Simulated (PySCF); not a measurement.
Input

```
{"job": {"kind": "nmr", "xc": "PBE0", "basis": "pcSseg-1"}, "charge": 0, "multiplicity": 1}
C     -1.256218     1.887639    -0.450766
C     -1.520147     0.594388    -0.368898
C     -1.096232    -0.446962    -1.349040
B     -0.266868    -1.673728    -0.715152
C      0.291188    -1.622802     0.741716
S      1.751361    -1.339525    -0.348381
Si     2.107402     0.806284    -0.267847
H     -0.708032     2.307768    -1.279105
H     -1.595373     2.589997     0.292995
H     -2.099224     0.219614     0.467487
H     -0.559626     0.022913    -2.177937
H     -2.004080    -0.878532    -1.783347
H     -0.310663    -2.717311    -1.254390
H      0.472059    -2.528059     1.310261
H      0.135406    -0.773907     1.397401
H      3.559340     0.850824    -0.149481
H      1.429932     1.313780     0.914264
H      1.661015     1.393934    -1.520955
```

Launched as:

```sh
OMP_NUM_THREADS=1 python probes_run.py task.json out
```

Geometry: GFN2-xTB.

Theory: PBE0/pcSseg-1, SCF density, gas phase, non-relativistic (PySCF 2.14.0).

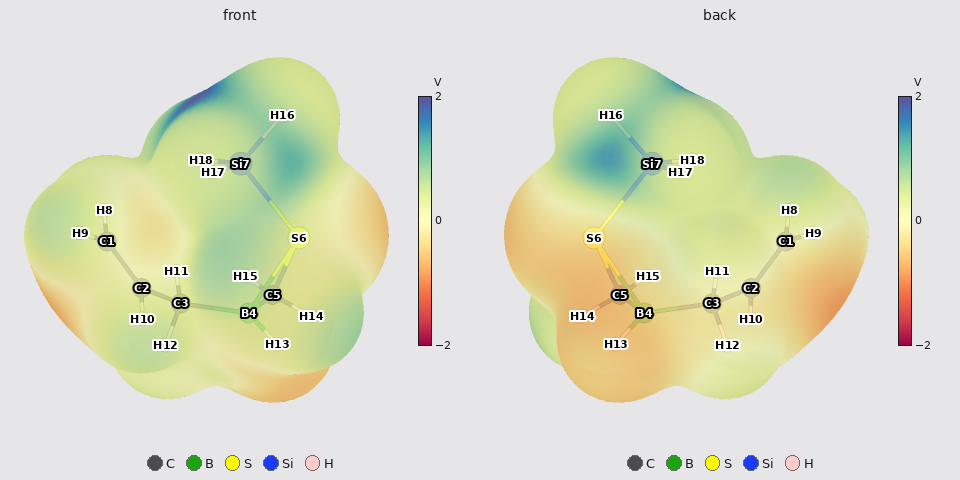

C4H11BSSi. The electrostatic potential painted on the density surface at 0.002 e/bohr³, seen from the front and from behind; the colour scale runs from red (negative) to blue (positive).

**Describe the electrostatic potential map.**

The most negative region (about −0.9 V, or −21 kcal/mol for a unit charge) lies over the π face of C1 and C2, the most positive (about +1.8 V, or +42 kcal/mol for a unit charge) over Si7.

**What dipole moment does the calculation give?**

Its dipole moment is 2.15 D.
